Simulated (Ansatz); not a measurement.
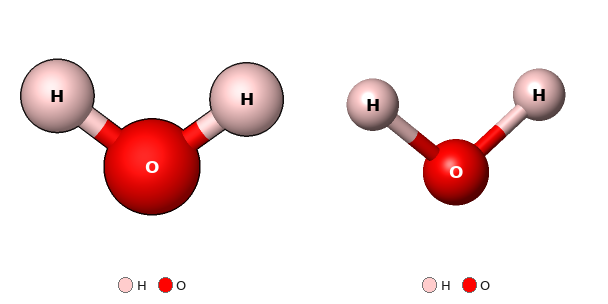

Two views of one molecule.

The geometry was computed by an optimisation with PBE0-D4/def2-TZVP.

**Count the atoms of each element.**

H2O, 3 atoms: 2 hydrogen and 1 oxygen.

**Which point group does it belong to?**

C2v.

The parts below concern this one geometry. Atoms keep their numbers from picture to picture.

Geometry

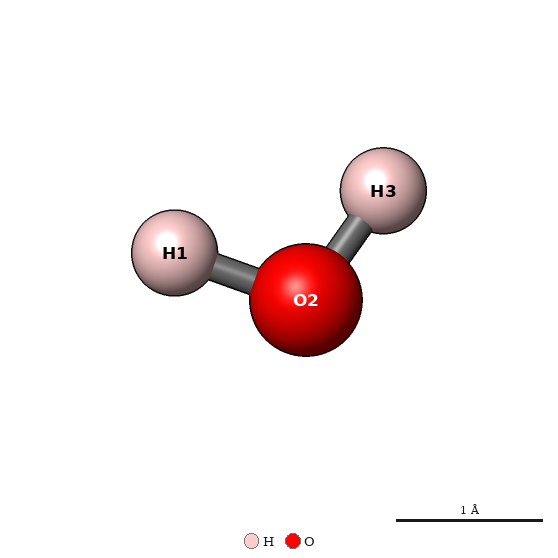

Numbered structure.

**How are the neighbours of atom 2 arranged?**

O2 has 2 neighbours (H1 at 0.96, H3 at 0.96 Å); the arrangement is bent.

Dipole moment

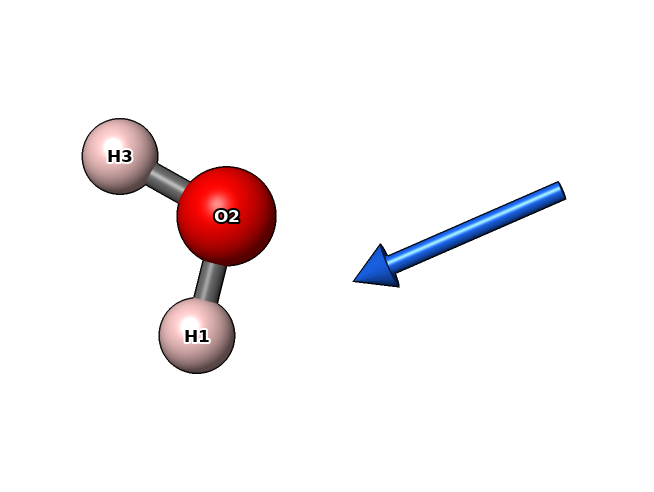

The arrow beside the molecule shows the direction of the dipole moment, from the negative to the positive end (its length means nothing). Method: RKS PBE0-D4/def2-TZVP (Ansatz 0.2.0).

**Estimate the dipole moment.**

2.07 D; it points from the side of O2 to the side of H1, H3 (the outermost atoms at the two ends).

Vibrations

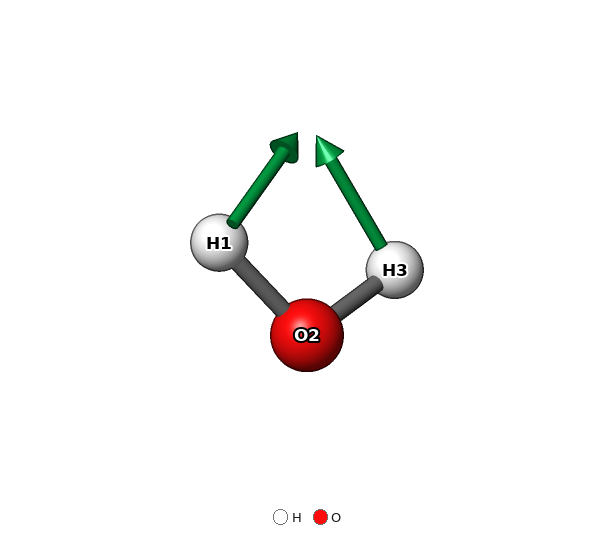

The arrows show one normal mode. Harmonic vibrations computed with RKS PBE0-D4/def2-TZVP (Ansatz 0.2.0) at a stationary point of the same level.

**What kind of motion is it?**

Mostly H–O–H bending.

**At what wavenumber does it lie?**

1623 cm⁻¹; it is mode 1 of 3 counted from the lowest.

Charges

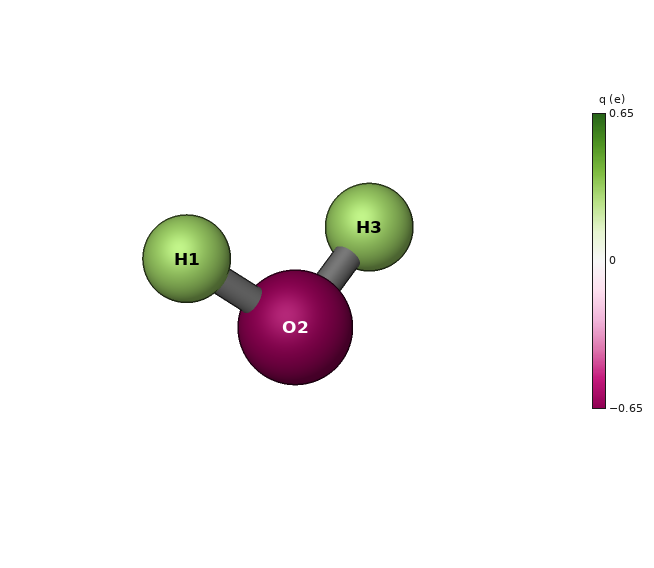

Atoms are coloured by their Mulliken charges. Properties computed with RKS PBE0-D4/def2-TZVP (Ansatz 0.2.0).

List the Mulliken charges.

```tsv
atom	value (e)
H1	0.32
O2	−0.65
H3	0.32
```

Mulliken values depend strongly on the basis set and can even reverse the polarity of a bond.
